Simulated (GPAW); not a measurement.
# Near-edge structure at the O K edge of HfO2 (P2_1/c), part 3 of 4

How does the O K edge of HfO2 (P2_1/c) move when the bonds are compressed or stretched?

GPAW 26.7.0; X-ray absorption from dipole matrix elements to empty bands, plane-wave PAW revPBE.

So far. Step 4 (Spectrum with FCH, O atom 5): The hole costs E(hole) − E(ground) = 528.98 eV, and the lowest empty level of the hole cell on the spectrum's mesh lies at 11.41 eV, which puts the zero at 540.39 eV. One term is added: -8.91 eV, since the hole is spin-paired here and a spin-polarised one costs that much less in the free atom (computed apart). The photon energy is then 531.48 eV. The functional and the charged cell's background leave an error of a few eV in such absolute values.

### Step 7. Cell without a hole, the energy reference

Level of this step: plane-wave PAW DFT, revPBE, self-consistent field (GPAW).

The cell changes for the next run, so it gets a reference energy of its own.

The cell differs from the one that the last finished run ended in (a 5.014 → 5.066 Å, b 5.080 → 5.133 Å, c 5.176 → 5.231 Å).

The input, scf.py:

```python
import numpy as np
from ase import Atoms
from ase.parallel import parprint, paropen
from gpaw import GPAW, PW, FermiDirac, Mixer, MixerDif, setup_paths
from gpaw.test import gen
setup_paths.insert(0, '.')
gen('O', name='nch1s', xcname='revPBE', corehole=(1, 0, 0), write_xml=True)
from gpaw.mpi import world
world.barrier()

atoms = Atoms('Hf4O8',
    cell=[[5.0662995, 0, 0],
     [0, 5.13331561, 0],
     [-0.8499891, 0, 5.16119821]],
    scaled_positions=[[0.2755, 0.4603, 0.708],
     [0.7245, 0.9603, 0.792],
     [0.7245, 0.5397, 0.292],
     [0.2755, 0.0397, 0.208],
     [0.0742, 0.1684, 0.8467],
     [0.9258, 0.6684, 0.6533],
     [0.9258, 0.8316, 0.1533],
     [0.0742, 0.3316, 0.3467],
     [0.4487, 0.7419, 0.9801],
     [0.5513, 0.2419, 0.5199],
     [0.5513, 0.2581, 0.0199],
     [0.4487, 0.7581, 0.4801]],
    pbc=True)
atoms.calc = calc = GPAW(legacy_gpaw=True, mode=PW(500, force_complex_dtype=True), xc='revPBE', setups={4: 'nch1s'},
    kpts={'size': (4, 4, 4), 'gamma': True}, occupations=FermiDirac(0.02),
    charge=0, mixer=Mixer(0.1, 5, 50), maxiter=150,
    convergence={'density': 0.0001, 'eigenstates': 1e-6}, txt='scf.txt')
energy = atoms.get_potential_energy() + calc.get_reference_energy()
ef = calc.get_fermi_level()
out = dict(energy=energy, fermi=ef, forces=atoms.get_forces().tolist())
parprint(f'all-electron energy {energy:.4f} eV, Fermi level {ef:.4f} eV')
ev = np.array([[calc.get_eigenvalues(k, s) for k in range(len(calc.get_ibz_k_points()))] for s in range(calc.get_number_of_spins())])
out['homo'], out['lumo'], out['counts'] = ev[ev < ef].max(), ev[ev > ef].min(), sorted(set((ev < ef).sum((0, 2)).tolist()))
out['filled'] = (ev[:, 0] < ef).sum(1).tolist()
import json
with paropen('out.json', 'w') as f:
    json.dump(out, f)
```

On the command line:

```console
OMP_NUM_THREADS=1 mpirun -n 4 gpaw python scf.py
```

Numbers of over 12 decimals in the logs are rounded to 6 here.

Output:

```text
Input parameters:
  convergence: {density: 0.0001,
                eigenstates: 1e-06}
  kpts: {gamma: True,
         size: (4, 4, 4)}
  maxiter: 150
  mixer: {backend: pulay,
          beta: 0.1,
          method: separate,
          nmaxold: 5,
          weight: 50}
  mode: {ecut: 500.0,
         force_complex_dtype: True,
         name: pw}
  occupations: {fixmagmom: False,
                name: fermi-dirac,
[...]
2s(2) :    -0.881898     1.082464
*s    :     0.118102
2p(4) :    -0.329595     0.879738
*p    :     0.670405
*d    :     0.000000
--------------------------------

Diagonalizing with gridspacing h=0.050

state   all-electron     PAW
-------------------------------
2s:      -0.881898    -0.883008
2p:      -0.329595    -0.333354
*d:                    0.048653
*f:                    0.076486
-------------------------------
all-electron energy -1656025.7521 eV, Fermi level 8.1242 eV
[key lines of the parts left out:]
Converged after 19 iterations.
Dipole moment: (-0.000000, 0.000000, -0.000000) |e|*Ang
Free energy:   -105.011697
Fermi level: 8.12420
```

Wall time 52 s (4 MPI ranks of Intel Xeon Platinum 8375C at 2.90GHz (Ice Lake), shared host); peak memory 0.29 GiB; 3.5 min of CPU time.

Reference energy: -1656025.752 eV with the cores included.

### Step 8. Spectrum with FCH, O atom 5

Shorter bonds are expected to push antibonding states and scattering resonances up, and longer ones down; the cell is scaled to test that.

Changed against the first core-hole run: volume scale from 1 to 0.97.

The input, xas.py:

```python
import numpy as np
from ase import Atoms
from ase.parallel import parprint, paropen
from gpaw import GPAW, PW, FermiDirac, Mixer, MixerDif, setup_paths
from gpaw.test import gen
setup_paths.insert(0, '.')
gen('O', name='fch1s', xcname='revPBE', corehole=(1, 0, 1), write_xml=True)
from gpaw.mpi import world
world.barrier()

atoms = Atoms('Hf4O8',
    cell=[[5.0662995, 0, 0],
     [0, 5.13331561, 0],
     [-0.8499891, 0, 5.16119821]],
    scaled_positions=[[0.2755, 0.4603, 0.708],
     [0.7245, 0.9603, 0.792],
     [0.7245, 0.5397, 0.292],
     [0.2755, 0.0397, 0.208],
     [0.0742, 0.1684, 0.8467],
     [0.9258, 0.6684, 0.6533],
     [0.9258, 0.8316, 0.1533],
     [0.0742, 0.3316, 0.3467],
     [0.4487, 0.7419, 0.9801],
     [0.5513, 0.2419, 0.5199],
     [0.5513, 0.2581, 0.0199],
     [0.4487, 0.7581, 0.4801]],
    pbc=True)
atoms.calc = calc = GPAW(legacy_gpaw=True, mode=PW(500, force_complex_dtype=True), xc='revPBE', setups={4: 'fch1s'},
    kpts={'size': (4, 4, 4), 'gamma': True}, occupations=FermiDirac(0.02),
    charge=0, mixer=Mixer(0.1, 5, 50), maxiter=150,
    convergence={'density': 0.0001, 'eigenstates': 1e-6}, txt='scf.txt')
energy = atoms.get_potential_energy() + calc.get_reference_energy()
ef = calc.get_fermi_level()
out = dict(energy=energy, fermi=ef, forces=atoms.get_forces().tolist())
parprint(f'all-electron energy {energy:.4f} eV, Fermi level {ef:.4f} eV')
ev = np.array([[calc.get_eigenvalues(k, s) for k in range(len(calc.get_ibz_k_points()))] for s in range(calc.get_number_of_spins())])
out['homo'], out['lumo'], out['counts'] = ev[ev < ef].max(), ev[ev > ef].min(), sorted(set((ev < ef).sum((0, 2)).tolist()))
out['filled'] = (ev[:, 0] < ef).sum(1).tolist()

from ase.units import Ha
from gpaw.xas import dipole_matrix_elements
nb = int(calc.get_number_of_electrons() / 2) + 103
top, nb = nb, nb + 8 + nb // 12
nscf = calc.fixed_density(kpts={'size': (5, 5, 5), 'gamma': True}, nbands=nb,
    convergence={'bands': top, 'eigenstates': 5e-3}, maxiter=60, txt='nscf.txt')
cell = atoms.cell.array
ops = [cell.T @ U.T @ np.linalg.inv(cell.T) for U in nscf.wfs.kd.symmetry.op_scc]
filled = [48]  # bands filled in the ground state, by spin
E = np.arange(-6, 34, 0.1)
fwhm = np.interp(E, [4, 25], [0.9, 3.5])
Y, X, zero, highest = 0, 0, 1e9, 1e9
for spin in range(nscf.get_number_of_spins()):
    wfs = nscf.wfs
    mine = wfs.bd.get_slice()  # this rank's bands
    A = dipole_matrix_elements(wfs.setups[4])
    eps = np.zeros((wfs.kd.nibzkpts, nb))
    d = np.zeros((3, A.shape[1], wfs.kd.nibzkpts, nb), complex)
    for kpt in wfs.kpt_u:
        if kpt.s == spin and 4 in kpt.P_ani:
            eps[kpt.k, mine] = kpt.eps_n * Ha
            d[:, :, kpt.k, mine] = (kpt.weight * wfs.nspins / 2) ** 0.5 * np.inner(A, kpt.P_ani[4])
    world.sum(eps)
    world.sum(d)
    T = np.einsum('amkn,bmkn->abkn', d, d.conj()).real
    T = sum(np.einsum('ai,ijkn,bj->abkn', R, T, R) for R in ops) / len(ops)
    empty = np.ones_like(eps, bool) & (np.arange(nb) >= filled[spin])
    zero, highest = min(zero, eps[empty].min()), min(highest, eps[:, top - 1].min())
    lines = [(eps, T, empty)] if spin == 0 else lines + [(eps, T, empty)]
for eps, T, empty in lines:
    f = np.einsum('aakn->akn', T).reshape(3, -1)
    x = eps.ravel() - zero
    w = np.interp(x, E, fwhm) / 2.35482
    g = np.exp(-0.5 * ((E[:, None] - x) / w) ** 2) / (w * (2 * np.pi) ** 0.5)
    Y = Y + (f * empty.ravel()) @ g.T
    X = X + (f * ~empty.ravel()) @ g.T
out.update(E=E.round(2).tolist(), xas=Y.tolist(), xes=X.tolist(), zero=zero, valid=highest - zero, nk=len(eps), nb=nb)
for i in range(0, len(E), 10):
    parprint(f'{E[i]:7.2f}', *(f'{v:10.3e}' for v in Y[:, i]))
import json
with paropen('out.json', 'w') as f:
    json.dump(out, f)
```

On the command line:

```console
OMP_NUM_THREADS=1 mpirun -n 4 gpaw python xas.py
```

Output:

```text
Input parameters:
  convergence: {density: 0.0001,
                eigenstates: 1e-06}
  kpts: {gamma: True,
         size: (4, 4, 4)}
  maxiter: 150
  mixer: {backend: pulay,
          beta: 0.1,
          method: separate,
          nmaxold: 5,
          weight: 50}
  mode: {ecut: 500.0,
         force_complex_dtype: True,
         name: pw}
  occupations: {fixmagmom: False,
                name: fermi-dirac,
[...]
*p    :    -0.060364
*d    :     0.000000
--------------------------------

Diagonalizing with gridspacing h=0.050

state   all-electron     PAW
-------------------------------
2s:      -1.610682    -1.612130
2p:      -1.060364    -1.066633
*d:                   -0.064109
*f:                   -0.013753
-------------------------------
all-electron energy -1655497.1335 eV, Fermi level 8.5423 eV
[...]
32.00  5.549e-05  5.823e-05  5.771e-05
  33.00  5.446e-05  5.595e-05  5.997e-05
[key lines of the parts left out:]
Converged after 17 iterations.
Dipole moment: (-0.183856, -0.352400, 0.339753) |e|*Ang
Free energy:   -131.494958
Fermi level: 8.54229
```

Run time: 2.3 min. Hardware: 4 MPI ranks; peak memory 0.56 GiB.

| E (eV) | first run | this run |
| --- | --- | --- |
| -2.0 | 0.00 | 0.00 |
| -1.0 | 0.00 | 0.00 |
| 0.0 | 0.37 | 0.35 |
| 1.0 | 1.20 | 1.15 |
| 2.0 | 1.23 | 1.28 |
| 3.0 | 0.92 | 0.89 |
| 4.0 | 1.57 | 1.31 |
| 5.0 | 2.25 | 2.24 |
| 6.0 | 1.40 | 1.67 |
| 7.0 | 0.77 | 0.89 |
| 8.0 | 0.85 | 0.78 |
| 9.0 | 1.07 | 0.99 |
| 10.0 | 1.02 | 1.04 |
| 11.0 | 1.04 | 1.03 |
| 12.0 | 0.92 | 0.97 |
| 13.0 | 0.75 | 0.77 |
| 14.0 | 0.75 | 0.73 |
| 15.0 | 0.76 | 0.75 |
| 16.0 | 0.74 | 0.74 |
| 17.0 | 0.72 | 0.72 |
| 18.0 | 0.70 | 0.71 |
| 19.0 | 0.65 | 0.67 |
| 20.0 | 0.61 | 0.62 |
| 21.0 | 0.59 | 0.59 |
| 22.0 | 0.59 | 0.58 |
| 23.0 | 0.60 | 0.59 |
| 24.0 | 0.61 | 0.60 |
| 25.0 | 0.64 | 0.62 |
| 26.0 | 0.67 | 0.65 |
| 27.0 | 0.72 | 0.69 |
| 28.0 | 0.78 | 0.74 |
| 29.0 | 0.84 | 0.80 |
| 30.0 | 0.90 | 0.85 |
| 31.0 | 0.92 | 0.90 |
| 32.0 | 0.92 | 0.92 |

The scaled spectrum changes by 9 % r.m.s. The highest intensity below 16 eV goes from 4.8 eV (2.28) to 5.1 eV (2.25).

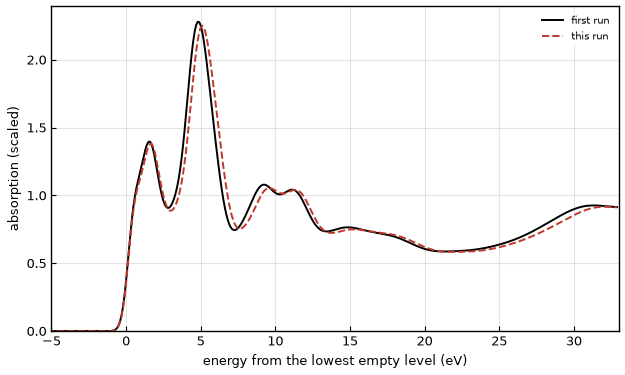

The effect of the change (volume scale from 1 to 0.97).

The photon energy of the zero moves by +0.08 eV.

### Step 9. Reference energy of the cell

The cell changes for the next run, so it gets a reference energy of its own.

The cell differs from the one that the last finished run ended in (a 5.066 → 5.169 Å, b 5.133 → 5.237 Å, c 5.231 → 5.336 Å).

Edit scf.py of step 7 so:

```diff
@@ -11,5 +11,5 @@
 atoms = Atoms('Hf4O8',
-    cell=[[5.0662995, 0, 0],
-     [0, 5.13331561, 0],
-     [-0.8499891, 0, 5.16119821]],
+    cell=[[5.16867656, 0, 0],
+     [0, 5.2370469, 0],
+     [-0.86716523, 0, 5.26549295]],
     scaled_positions=[[0.2755, 0.4603, 0.708],
```

On the command line:

```console
OMP_NUM_THREADS=1 mpirun -n 4 gpaw python scf.py
```

Output:

```text
Input parameters:
  convergence: {density: 0.0001,
                eigenstates: 1e-06}
  kpts: {gamma: True,
         size: (4, 4, 4)}
  maxiter: 150
  mixer: {backend: pulay,
          beta: 0.1,
          method: separate,
          nmaxold: 5,
          weight: 50}
  mode: {ecut: 500.0,
         force_complex_dtype: True,
         name: pw}
  occupations: {fixmagmom: False,
                name: fermi-dirac,
[...]
2s(2) :    -0.881898     1.082464
*s    :     0.118102
2p(4) :    -0.329595     0.879738
*p    :     0.670405
*d    :     0.000000
--------------------------------

Diagonalizing with gridspacing h=0.050

state   all-electron     PAW
-------------------------------
2s:      -0.881898    -0.883008
2p:      -0.329595    -0.333354
*d:                    0.048653
*f:                    0.076486
-------------------------------
all-electron energy -1656026.3162 eV, Fermi level 7.4667 eV
[key lines of the parts left out:]
Converged after 23 iterations.
Dipole moment: (-0.000000, -0.000000, 0.000000) |e|*Ang
Free energy:   -105.575826
Fermi level: 7.46669
```

It took 60 s on 4 MPI ranks; peak memory 0.3 GiB; 4 min of CPU time.

Reference energy: -1656026.316 eV with the cores included.

### Step 10. Spectrum with FCH, O atom 5

Shorter bonds are expected to push antibonding states and scattering resonances up, and longer ones down; the cell is scaled to test that.

Changed against the first core-hole run: volume scale from 1 to 1.03.

Edit xas.py of step 8 so:

```diff
@@ -11,5 +11,5 @@
 atoms = Atoms('Hf4O8',
-    cell=[[5.0662995, 0, 0],
-     [0, 5.13331561, 0],
-     [-0.8499891, 0, 5.16119821]],
+    cell=[[5.16867656, 0, 0],
+     [0, 5.2370469, 0],
+     [-0.86716523, 0, 5.26549295]],
     scaled_positions=[[0.2755, 0.4603, 0.708],
@@ -41,3 +41,3 @@
 from gpaw.xas import dipole_matrix_elements
-nb = int(calc.get_number_of_electrons() / 2) + 103
+nb = int(calc.get_number_of_electrons() / 2) + 108
 top, nb = nb, nb + 8 + nb // 12
```

On the command line:

```console
OMP_NUM_THREADS=1 mpirun -n 4 gpaw python xas.py
```

Output:

```text
Input parameters:
  convergence: {density: 0.0001,
                eigenstates: 1e-06}
  kpts: {gamma: True,
         size: (4, 4, 4)}
  maxiter: 150
  mixer: {backend: pulay,
          beta: 0.1,
          method: separate,
          nmaxold: 5,
          weight: 50}
  mode: {ecut: 500.0,
         force_complex_dtype: True,
         name: pw}
  occupations: {fixmagmom: False,
                name: fermi-dirac,
[...]
*p    :    -0.060364
*d    :     0.000000
--------------------------------

Diagonalizing with gridspacing h=0.050

state   all-electron     PAW
-------------------------------
2s:      -1.610682    -1.612130
2p:      -1.060364    -1.066633
*d:                   -0.064109
*f:                   -0.013753
-------------------------------
all-electron energy -1655497.0060 eV, Fermi level 7.7320 eV
[...]
32.00  5.381e-05  5.533e-05  6.199e-05
  33.00  5.227e-05  5.449e-05  6.379e-05
[key lines of the parts left out:]
Converged after 18 iterations.
Dipole moment: (-0.166048, -0.368634, 0.342840) |e|*Ang
Free energy:   -131.367509
Fermi level: 7.73200
```

Elapsed: 2.4 min, on 4 MPI ranks; peak memory 0.59 GiB; 9.5 min of CPU time.

| E (eV) | first run | this run |
| --- | --- | --- |
| -2.0 | 0.00 | 0.00 |
| -1.0 | 0.00 | 0.00 |
| 0.0 | 0.37 | 0.39 |
| 1.0 | 1.20 | 1.25 |
| 2.0 | 1.23 | 1.18 |
| 3.0 | 0.92 | 0.99 |
| 4.0 | 1.57 | 1.87 |
| 5.0 | 2.25 | 2.13 |
| 6.0 | 1.40 | 1.14 |
| 7.0 | 0.77 | 0.73 |
| 8.0 | 0.85 | 0.94 |
| 9.0 | 1.07 | 1.11 |
| 10.0 | 1.02 | 1.00 |
| 11.0 | 1.04 | 1.04 |
| 12.0 | 0.92 | 0.88 |
| 13.0 | 0.75 | 0.75 |
| 14.0 | 0.75 | 0.77 |
| 15.0 | 0.76 | 0.77 |
| 16.0 | 0.74 | 0.74 |
| 17.0 | 0.72 | 0.71 |
| 18.0 | 0.70 | 0.68 |
| 19.0 | 0.65 | 0.63 |
| 20.0 | 0.61 | 0.60 |
| 21.0 | 0.59 | 0.59 |
| 22.0 | 0.59 | 0.60 |
| 23.0 | 0.60 | 0.61 |
| 24.0 | 0.61 | 0.63 |
| 25.0 | 0.64 | 0.66 |
| 26.0 | 0.67 | 0.70 |
| 27.0 | 0.72 | 0.76 |
| 28.0 | 0.78 | 0.83 |
| 29.0 | 0.84 | 0.89 |
| 30.0 | 0.90 | 0.93 |
| 31.0 | 0.92 | 0.93 |
| 32.0 | 0.92 | 0.92 |

Against the first run the r.m.s. difference is 9 %. The highest intensity below 16 eV goes from 4.8 eV (2.28) to 4.6 eV (2.32).

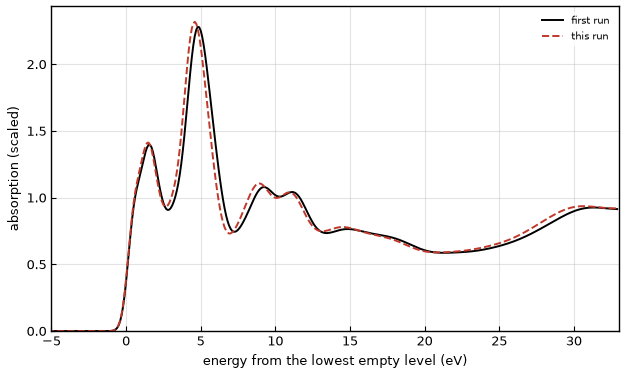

The effect of the change (volume scale from 1 to 1.03).

The photon energy of the zero moves by -0.09 eV.

### Step 11. Reference energy of the cell

The cell changes for the next run, so it gets a reference energy of its own.

The cell differs from the one that the last finished run ended in (a 5.169 → 5.218 Å, b 5.237 → 5.287 Å, c 5.336 → 5.388 Å).

Edit scf.py of step 9 so:

```diff
@@ -11,5 +11,5 @@
 atoms = Atoms('Hf4O8',
-    cell=[[5.16867656, 0, 0],
-     [0, 5.2370469, 0],
-     [-0.86716523, 0, 5.26549295]],
+    cell=[[5.21837843, 0, 0],
+     [0, 5.28740621, 0],
+     [-0.87550387, 0, 5.31612579]],
     scaled_positions=[[0.2755, 0.4603, 0.708],
```

On the command line:

```console
OMP_NUM_THREADS=1 mpirun -n 4 gpaw python scf.py
```

Output:

```text
Input parameters:
  convergence: {density: 0.0001,
                eigenstates: 1e-06}
  kpts: {gamma: True,
         size: (4, 4, 4)}
  maxiter: 150
  mixer: {backend: pulay,
          beta: 0.1,
          method: separate,
          nmaxold: 5,
          weight: 50}
  mode: {ecut: 500.0,
         force_complex_dtype: True,
         name: pw}
  occupations: {fixmagmom: False,
                name: fermi-dirac,
[...]
2s(2) :    -0.881898     1.082464
*s    :     0.118102
2p(4) :    -0.329595     0.879738
*p    :     0.670405
*d    :     0.000000
--------------------------------

Diagonalizing with gridspacing h=0.050

state   all-electron     PAW
-------------------------------
2s:      -0.881898    -0.883008
2p:      -0.329595    -0.333354
*d:                    0.048653
*f:                    0.076486
-------------------------------
all-electron energy -1656026.3037 eV, Fermi level 7.1902 eV
[key lines of the parts left out:]
Converged after 22 iterations.
Dipole moment: (-0.000000, -0.000000, 0.000000) |e|*Ang
Free energy:   -105.563270
Fermi level: 7.19019
```

Elapsed: 57 s, on 4 MPI ranks; peak memory 0.3 GiB; 3.8 min of CPU time.

Reference energy: -1656026.304 eV with the cores included.

(Continued in part 4 of 4.)

[Banner, clock and machine lines of the logs are left out without a mark of their own.]

[Logs are printed without paths, hosts, clocks, repeated set-up lines and the standing remarks that a program may print on its own settings, such as how far it seeks lower states.]

[Hosts, paths, dates, database ids (printed as entryN), source tags and the programs' standing remarks are cut or masked in the printed files.]

[Lists of maxima count a maximum above −3 eV only where it reaches 4 % of the highest in the window and stands out from its surroundings by 2 % of it (1.5 % where it reaches 55 %); shoulders and weaker maxima are passed over, and of the rest the first, up to two pre-edge ones and the few strongest are named.]
